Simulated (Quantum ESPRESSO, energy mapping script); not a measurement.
## MnS: exchange couplings from total energies

Wanted: the magnetic order of MnS, its couplings and an estimate of its ordering temperature, by PBE+U (4 eV), QE, GBRV.

Program: Quantum ESPRESSO 7.5. Level of theory: PBE with U = 4 eV on Mn d, ortho-atomic projectors; plane waves, U on orthogonalised atomic orbitals unless named otherwise, collinear spin, no spin–orbit coupling. Results are calculated unless marked as measured.

Experimental background.

“Single-Crystal and Powder Neutron Diffraction Study of FeXMn1-XS Solid Solutions” (2011, arxiv:1108.4537) reports for MnS, rock salt, by neutron diffraction (x = 0): ordering temperature (Neel temperature) 150 K.

Most raw output is cut from this account.

The database entry behind the starting cell differs from later determinations by our own check (an axis about 0.2 % short against later determinations), so it need not match the best structure at ambient conditions.

### 1. The starting structure

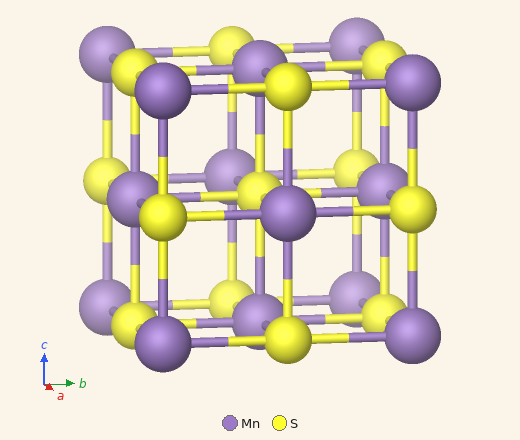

Start, viewed slightly off an axis; manganese light purple, sulfur yellow. This picture shows the conventional cell, with its axes. Some periodic images of atoms are drawn too.

Coordinates:

```cif
data_structure
_symmetry_space_group_name_H-M 'Fm-3m'
_symmetry_Int_Tables_number 225
_cell_length_a 5.2090
_cell_length_b 5.2090
_cell_length_c 5.2090
_cell_angle_alpha 90.000
_cell_angle_beta 90.000
_cell_angle_gamma 90.000
_cell_volume 141.34
loop_
_atom_site_label
_atom_site_type_symbol
_atom_site_symmetry_multiplicity
_atom_site_Wyckoff_symbol
_atom_site_fract_x
_atom_site_fract_y
_atom_site_fract_z
_atom_site_occupancy
Mn1 Mn 4 a 0.00000 0.00000 0.00000 1
S1 S 4 b 0.50000 0.00000 0.00000 1
```

A Hubbard U penalises fractional filling of the shell. It raises the cost of virtual hops to the neighbours, so couplings that rest on such hops usually weaken. These runs use Quantum ESPRESSO.

### 2. Parallel start in cell A (4 atoms)

Each cell gets its own parallel run on the same mesh, so that most of the mesh error cancels in the differences.

The potential files are GBRV's for PBE; pw.x takes the functional from them.

Input file pw.in:

```
&control
  calculation = 'scf'
  prefix = 'pw'
  outdir = './tmp/'
  pseudo_dir = './pseudo/'
  verbosity = 'low'
/
&system
  ibrav = 0
  nat = 4
  ntyp = 2
  ecutwfc = 45
  ecutrho = 360
  nbnd = 38
  occupations = 'smearing'
  smearing = 'fd'
  degauss = 0.00367493
  nspin = 2
  starting_magnetization(1) = 0.3000
/
&electrons
  conv_thr = 1.0e-08
  electron_maxstep = 120
  mixing_beta = 0.3
  mixing_mode = 'plain'
/
ATOMIC_SPECIES
  Mn 54.9380 Mn.upf
  S 32.0600 S.upf
CELL_PARAMETERS angstrom
  0.00000000 -2.60450000 -2.60450000
  -2.60450000 0.00000000 -2.60450000
  2.60450000 2.60450000 -5.20900000
ATOMIC_POSITIONS crystal
  Mn 0.50000000 0.50000000 0.50000000
  Mn 0.00000000 0.00000000 0.00000000
  S 0.75000000 0.75000000 0.75000000
  S 0.25000000 0.25000000 0.25000000
K_POINTS automatic
  7 7 7 0 0 0
HUBBARD {ortho-atomic}
U Mn-3d 4
```

Run with:

```
$ OMP_NUM_THREADS=1 mpirun -n 8 pw.x -nk 8 -in pw.in > pw.out
```

The job ended after 24 s (8 MPI ranks of Intel Xeon Platinum 8375C at 2.90GHz (Ice Lake), shared host; peak memory 1.1 GiB; 3.2 min of CPU time).

Spin moment in the sphere by atom:

```
atom  spin moment in the sphere (μB)
 Mn1                            4.51
 Mn2                            4.51
  S3                            0.11
  S4                            0.11
```

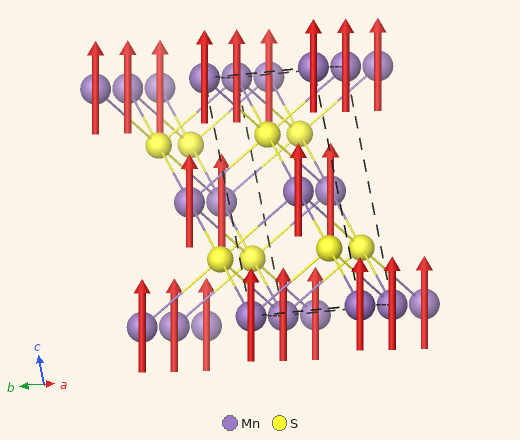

Spin moment in the sphere as arrows, the longest 4.51 μB. Up and down stand for the sign. Arrows give size and sign along the axis of quantisation, drawn up and down the page. Bonds to atoms that aren't drawn are left out. 2×2×1 cells are drawn. Some periodic images of atoms are drawn too.

The run ends ferromagnetic.

### 3. Order 2: compensated +−, cell A of 4 atoms

This order reverses 6 of the 12 neighbours at 3.68 Å, 6 of the 6 neighbours at 5.21 Å and 12 of the 24 neighbours at 6.38 Å, counted for an average magnetic atom.

Changes to pw.in since step 2:

```diff
@@ -10,6 +10,6 @@
   nat = 4
-  ntyp = 2
+  ntyp = 3
   ecutwfc = 45
   ecutrho = 360
-  nbnd = 38
+  nbnd = 33
   occupations = 'smearing'
@@ -19,2 +19,3 @@
   starting_magnetization(1) = 0.3000
+  starting_magnetization(2) = -0.3000
 /
@@ -27,3 +28,4 @@
 ATOMIC_SPECIES
-  Mn 54.9380 Mn.upf
+  Mn1 54.9380 Mn.upf
+  Mn2 54.9380 Mn.upf
   S 32.0600 S.upf
@@ -34,4 +36,4 @@
 ATOMIC_POSITIONS crystal
-  Mn 0.50000000 0.50000000 0.50000000
-  Mn 0.00000000 0.00000000 0.00000000
+  Mn1 0.50000000 0.50000000 0.50000000
+  Mn2 0.00000000 0.00000000 0.00000000
   S 0.75000000 0.75000000 0.75000000
@@ -41,2 +43,3 @@
 HUBBARD {ortho-atomic}
-U Mn-3d 4
+U Mn1-3d 4
+U Mn2-3d 4
```

Run time: 36 s. Hardware: 8 MPI ranks; peak memory 1.1 GiB.

Spin moment in the sphere by atom:

```
atom  spin moment in the sphere (μB)
 Mn1                            4.43
 Mn2                           -4.43
  S3                            0.00
  S4                            0.00
```

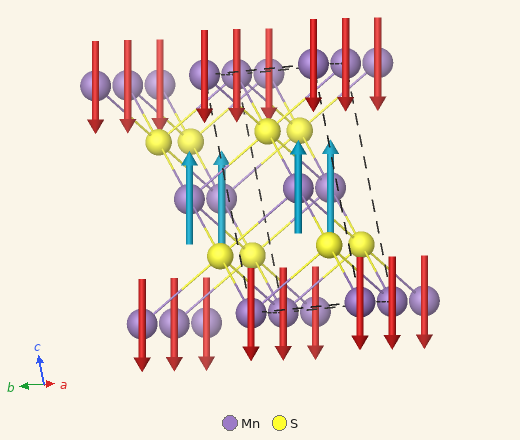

Spin moment in the sphere as arrows, the longest 4.43 μB. Up and down stand for the sign. Arrows give size and sign along the axis of quantisation, drawn up and down the page. The two directions have two colours. Bonds to atoms that aren't drawn are left out. 2×2×1 cells are drawn. Some periodic images of atoms are drawn too.

The run ends antiferromagnetic, 56.85 meV a magnetic atom below the parallel order of its cell.

### 4. Parallel start in cell B (4 atoms)

The parallel order again, as the reference for this cell.

This run holds the same structure in another cell (c 6.380 → 5.209 Å, α 73.2 → 90.0°, β 73.2 → 90.0°, γ 60.0 → 90.0°).

Input file pw.in:

```
&control
  calculation = 'scf'
  prefix = 'pw'
  outdir = './tmp/'
  pseudo_dir = './pseudo/'
  verbosity = 'low'
/
&system
  ibrav = 0
  nat = 4
  ntyp = 2
  ecutwfc = 45
  ecutrho = 360
  nbnd = 38
  occupations = 'smearing'
  smearing = 'fd'
  degauss = 0.00367493
  nspin = 2
  starting_magnetization(1) = 0.3000
/
&electrons
  conv_thr = 1.0e-08
  electron_maxstep = 120
  mixing_beta = 0.3
  mixing_mode = 'plain'
/
ATOMIC_SPECIES
  Mn 54.9380 Mn.upf
  S 32.0600 S.upf
CELL_PARAMETERS angstrom
  0.00000000 -2.60450000 -2.60450000
  0.00000000 2.60450000 -2.60450000
  5.20900000 0.00000000 0.00000000
ATOMIC_POSITIONS crystal
  Mn 0.50000000 0.50000000 0.50000000
  Mn 0.00000000 0.00000000 0.00000000
  S 0.50000000 0.50000000 0.00000000
  S 0.00000000 0.00000000 0.50000000
K_POINTS automatic
  6 6 4 0 0 0
HUBBARD {ortho-atomic}
U Mn-3d 4
```

The job ended after 21 s (8 MPI ranks; peak memory 0.99 GiB).

The run ends ferromagnetic. For each magnetic atom its energy differs from the parallel run of the first cell by 0.86 meV, an error that one common reference would have brought in.

### 5. Run 4 (compensated +−; cell B, 4 atoms)

This order reverses 8 of the 12 neighbours at 3.68 Å, 0 of the 6 neighbours at 5.21 Å and 16 of the 24 neighbours at 6.38 Å, counted for an average magnetic atom.

Changes to pw.in since step 4:

```diff
@@ -10,6 +10,6 @@
   nat = 4
-  ntyp = 2
+  ntyp = 3
   ecutwfc = 45
   ecutrho = 360
-  nbnd = 38
+  nbnd = 33
   occupations = 'smearing'
@@ -19,2 +19,3 @@
   starting_magnetization(1) = 0.3000
+  starting_magnetization(2) = -0.3000
 /
@@ -27,3 +28,4 @@
 ATOMIC_SPECIES
-  Mn 54.9380 Mn.upf
+  Mn1 54.9380 Mn.upf
+  Mn2 54.9380 Mn.upf
   S 32.0600 S.upf
@@ -34,4 +36,4 @@
 ATOMIC_POSITIONS crystal
-  Mn 0.50000000 0.50000000 0.50000000
-  Mn 0.00000000 0.00000000 0.00000000
+  Mn1 0.50000000 0.50000000 0.50000000
+  Mn2 0.00000000 0.00000000 0.00000000
   S 0.50000000 0.50000000 0.00000000
@@ -41,2 +43,3 @@
 HUBBARD {ortho-atomic}
-U Mn-3d 4
+U Mn1-3d 4
+U Mn2-3d 4
```

Elapsed: 27 s, on 8 MPI ranks; peak memory 1 GiB.

The run ends antiferromagnetic, 21.44 meV a magnetic atom below the parallel order of its cell.

### 6. Order 5: parallel, cell C of 6 atoms

Input file pw.in:

```
&control
  calculation = 'scf'
  prefix = 'pw'
  outdir = './tmp/'
  pseudo_dir = './pseudo/'
  verbosity = 'low'
/
&system
  ibrav = 0
  nat = 6
  ntyp = 2
  ecutwfc = 45
  ecutrho = 360
  nbnd = 54
  occupations = 'smearing'
  smearing = 'fd'
  degauss = 0.00367493
  nspin = 2
  starting_magnetization(1) = 0.3000
/
&electrons
  conv_thr = 1.5e-08
  electron_maxstep = 120
  mixing_beta = 0.3
  mixing_mode = 'plain'
/
ATOMIC_SPECIES
  Mn 54.9380 Mn.upf
  S 32.0600 S.upf
CELL_PARAMETERS angstrom
  0.00000000 2.60450000 2.60450000
  -2.60450000 0.00000000 -2.60450000
  -5.20900000 -5.20900000 5.20900000
ATOMIC_POSITIONS crystal
  Mn 0.00000000 0.00000000 0.00000000
  Mn 0.33333333 0.66666667 0.66666667
  Mn 0.66666667 0.33333333 0.33333333
  S 0.66666667 0.33333333 0.83333333
  S 0.00000000 0.00000000 0.50000000
  S 0.33333333 0.66666667 0.16666667
K_POINTS automatic
  7 7 3 0 0 0
HUBBARD {ortho-atomic}
U Mn-3d 4
```

Elapsed: 41 s, on 8 MPI ranks; peak memory 1.4 GiB; 5.3 min of CPU time.

The run ends ferromagnetic. For each magnetic atom its energy differs from the parallel run of the first cell by 0.01 meV, an error that one common reference would have brought in.

### 7. Order 6: uncompensated ++−, cell C of 6 atoms

This order reverses 4 of the 12 neighbours at 3.68 Å, 4 of the 6 neighbours at 5.21 Å and 12 of the 24 neighbours at 6.38 Å, counted for an average magnetic atom.

Changes to pw.in since step 6:

```diff
@@ -10,6 +10,6 @@
   nat = 6
-  ntyp = 2
+  ntyp = 3
   ecutwfc = 45
   ecutrho = 360
-  nbnd = 54
+  nbnd = 49
   occupations = 'smearing'
@@ -19,2 +19,3 @@
   starting_magnetization(1) = 0.3000
+  starting_magnetization(2) = -0.3000
 /
@@ -27,3 +28,4 @@
 ATOMIC_SPECIES
-  Mn 54.9380 Mn.upf
+  Mn1 54.9380 Mn.upf
+  Mn2 54.9380 Mn.upf
   S 32.0600 S.upf
@@ -34,5 +36,5 @@
 ATOMIC_POSITIONS crystal
-  Mn 0.00000000 0.00000000 0.00000000
-  Mn 0.33333333 0.66666667 0.66666667
-  Mn 0.66666667 0.33333333 0.33333333
+  Mn1 0.00000000 0.00000000 0.00000000
+  Mn1 0.33333333 0.66666667 0.66666667
+  Mn2 0.66666667 0.33333333 0.33333333
   S 0.66666667 0.33333333 0.83333333
@@ -43,2 +45,3 @@
 HUBBARD {ortho-atomic}
-U Mn-3d 4
+U Mn1-3d 4
+U Mn2-3d 4
```

Run time: 45 s. Hardware: 8 MPI ranks; peak memory 1.4 GiB.

The run ends ferrimagnetic, 44.20 meV a magnetic atom below the parallel order of its cell.

### 8. Run 7 (parallel; cell D, 6 atoms)

A new cell needs its own zero of energy.

This run holds the same structure in another cell (b 3.683 → 5.209 Å, c 9.022 → 6.380 Å, α 90.0 → 114.1°, β 90.0 → 106.8°, γ 120.0 → 90.0°).

Input file pw.in:

```
&control
  calculation = 'scf'
  prefix = 'pw'
  outdir = './tmp/'
  pseudo_dir = './pseudo/'
  verbosity = 'low'
/
&system
  ibrav = 0
  nat = 6
  ntyp = 2
  ecutwfc = 45
  ecutrho = 360
  nbnd = 54
  occupations = 'smearing'
  smearing = 'fd'
  degauss = 0.00367493
  nspin = 2
  starting_magnetization(1) = 0.3000
/
&electrons
  conv_thr = 1.5e-08
  electron_maxstep = 120
  mixing_beta = 0.3
  mixing_mode = 'plain'
/
ATOMIC_SPECIES
  Mn 54.9380 Mn.upf
  S 32.0600 S.upf
CELL_PARAMETERS angstrom
  0.00000000 -2.60450000 -2.60450000
  -5.20900000 0.00000000 0.00000000
  2.60450000 5.20900000 -2.60450000
ATOMIC_POSITIONS crystal
  Mn 0.66666667 0.66666667 0.33333333
  Mn 0.33333333 0.33333333 0.66666667
  Mn 0.00000000 0.00000000 0.00000000
  S 0.66666667 0.16666667 0.33333333
  S 0.33333333 0.83333333 0.66666667
  S 0.00000000 0.50000000 0.00000000
K_POINTS automatic
  6 6 6 0 0 0
HUBBARD {ortho-atomic}
U Mn-3d 4
```

The job ended after 73 s (8 MPI ranks; peak memory 1.6 GiB; 9.6 min of CPU time).

The run ends ferromagnetic. For each magnetic atom its energy differs from the parallel run of the first cell by 0.01 meV, an error that one common reference would have brought in.

### 9. Run 8 (uncompensated ++−; cell D, 6 atoms)

This order reverses 6.67 of the 12 neighbours at 3.68 Å, 2.67 of the 6 neighbours at 5.21 Å and 8 of the 24 neighbours at 6.38 Å, counted for an average magnetic atom.

Changes to pw.in since step 8:

```diff
@@ -10,6 +10,6 @@
   nat = 6
-  ntyp = 2
+  ntyp = 3
   ecutwfc = 45
   ecutrho = 360
-  nbnd = 54
+  nbnd = 49
   occupations = 'smearing'
@@ -19,2 +19,3 @@
   starting_magnetization(1) = 0.3000
+  starting_magnetization(2) = -0.3000
 /
@@ -27,3 +28,4 @@
 ATOMIC_SPECIES
-  Mn 54.9380 Mn.upf
+  Mn1 54.9380 Mn.upf
+  Mn2 54.9380 Mn.upf
   S 32.0600 S.upf
@@ -34,5 +36,5 @@
 ATOMIC_POSITIONS crystal
-  Mn 0.66666667 0.66666667 0.33333333
-  Mn 0.33333333 0.33333333 0.66666667
-  Mn 0.00000000 0.00000000 0.00000000
+  Mn1 0.66666667 0.66666667 0.33333333
+  Mn1 0.33333333 0.33333333 0.66666667
+  Mn2 0.00000000 0.00000000 0.00000000
   S 0.66666667 0.16666667 0.33333333
@@ -43,2 +45,3 @@
 HUBBARD {ortho-atomic}
-U Mn-3d 4
+U Mn1-3d 4
+U Mn2-3d 4
```

Run time: 80 s. Hardware: 8 MPI ranks; peak memory 1.5 GiB.

The run ends ferrimagnetic, 39.76 meV a magnetic atom below the parallel order of its cell.

### 10. Run 9 (parallel; cell E, 6 atoms)

This run holds the same structure in another cell (b 5.209 → 3.683 Å, c 6.380 → 8.236 Å, α 114.1 → 102.9°, β 106.8 → 102.9°).

Input file pw.in:

```
&control
  calculation = 'scf'
  prefix = 'pw'
  outdir = './tmp/'
  pseudo_dir = './pseudo/'
  verbosity = 'low'
/
&system
  ibrav = 0
  nat = 6
  ntyp = 2
  ecutwfc = 45
  ecutrho = 360
  nbnd = 54
  occupations = 'smearing'
  smearing = 'fd'
  degauss = 0.00367493
  nspin = 2
  starting_magnetization(1) = 0.3000
/
&electrons
  conv_thr = 1.5e-08
  electron_maxstep = 120
  mixing_beta = 0.3
  mixing_mode = 'plain'
/
ATOMIC_SPECIES
  Mn 54.9380 Mn.upf
  S 32.0600 S.upf
CELL_PARAMETERS angstrom
  0.00000000 2.60450000 2.60450000
  0.00000000 2.60450000 -2.60450000
  -7.81350000 -2.60450000 0.00000000
ATOMIC_POSITIONS crystal
  Mn 0.00000000 0.00000000 0.00000000
  Mn 0.33333333 0.33333333 0.66666667
  Mn 0.66666667 0.66666667 0.33333333
  S 0.83333333 0.83333333 0.66666667
  S 0.16666667 0.16666667 0.33333333
  S 0.50000000 0.50000000 0.00000000
K_POINTS automatic
  6 6 6 0 0 0
HUBBARD {ortho-atomic}
U Mn-3d 4
```

Run time: 45 s. Hardware: 8 MPI ranks; peak memory 1.4 GiB; 6 min of CPU time.

The run ends ferromagnetic. For each magnetic atom its energy differs from the parallel run of the first cell by 0.69 meV, an error that one common reference would have brought in.

### 11. Uncompensated ++− start in cell E (6 atoms)

This order reverses 5.33 of the 12 neighbours at 3.68 Å, 1.33 of the 6 neighbours at 5.21 Å and 16 of the 24 neighbours at 6.38 Å, counted for an average magnetic atom.

Changes to pw.in since step 10:

```diff
@@ -10,6 +10,6 @@
   nat = 6
-  ntyp = 2
+  ntyp = 3
   ecutwfc = 45
   ecutrho = 360
-  nbnd = 54
+  nbnd = 49
   occupations = 'smearing'
@@ -19,2 +19,3 @@
   starting_magnetization(1) = 0.3000
+  starting_magnetization(2) = -0.3000
 /
@@ -27,3 +28,4 @@
 ATOMIC_SPECIES
-  Mn 54.9380 Mn.upf
+  Mn1 54.9380 Mn.upf
+  Mn2 54.9380 Mn.upf
   S 32.0600 S.upf
@@ -34,5 +36,5 @@
 ATOMIC_POSITIONS crystal
-  Mn 0.00000000 0.00000000 0.00000000
-  Mn 0.33333333 0.33333333 0.66666667
-  Mn 0.66666667 0.66666667 0.33333333
+  Mn1 0.00000000 0.00000000 0.00000000
+  Mn1 0.33333333 0.33333333 0.66666667
+  Mn2 0.66666667 0.66666667 0.33333333
   S 0.83333333 0.83333333 0.66666667
@@ -43,2 +45,3 @@
 HUBBARD {ortho-atomic}
-U Mn-3d 4
+U Mn1-3d 4
+U Mn2-3d 4
```

It took 52 s on 8 MPI ranks; peak memory 1.4 GiB; 6.9 min of CPU time.

The run ends ferrimagnetic, 28.05 meV a magnetic atom below the parallel order of its cell.

(Part 1 of 2 ends here.)

[Logs and program files are shortened in this print: banners, set-up blocks, solver, clock and traceback lines can be left out without a mark of their own.]

[Logs are printed without paths, hosts, clocks, repeated set-up lines and the standing remarks that a program may print on its own settings, such as how far it seeks lower states.]

[Hosts, paths, dates, database ids (printed as entryN), source tags and the programs' standing remarks are cut or masked in the printed files.]

[Where a cell is said to come from a database of computed structures, the database is the Materials Project.]
